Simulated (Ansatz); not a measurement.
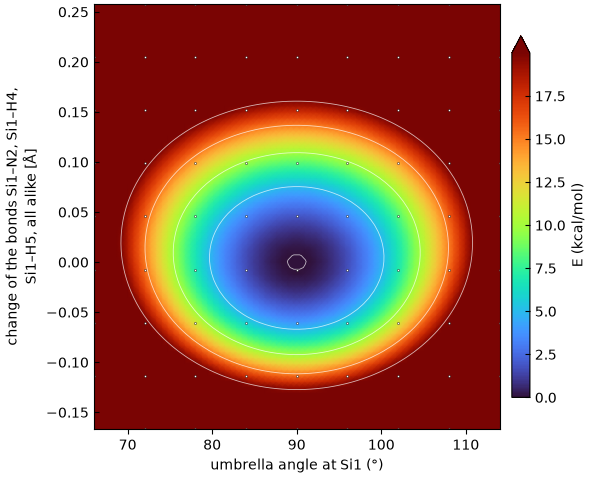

GeH5NSi, SMILES [SiH2]=[N][GeH3]. First axis: umbrella angle at Si1 (between each of its bonds and their common axis; 90 is planar). Second axis: change of the bonds Si1–N2, Si1–H4, Si1–H5, all alike. Nothing is relaxed (all other coordinates rigid). The scan uses a 9 × 9 grid. Points are written as (first, second). Energies are in kcal/mol, from the lowest grid point. Method: Ansatz, RKS PBE0-D4/def2-TZVP.

In the figure: a smooth colour map with a few white contour lines, dots at the grid points, one colour for all values above the top of the scale. Between grid points the surface is interpolated.

**Estimate the position of the minimum and the force constants in these coordinates.**

The interpolated minimum is at the first coordinate ≈ 90.0°, the second coordinate ≈ 0.000 Å. The curvatures there are about 14 eV/rad² and 87 eV/Å², with a cross term of about 0 eV/(rad·Å). Round the minimum the two coordinates are nearly uncoupled. (1 eV is 23.1 kcal/mol.)
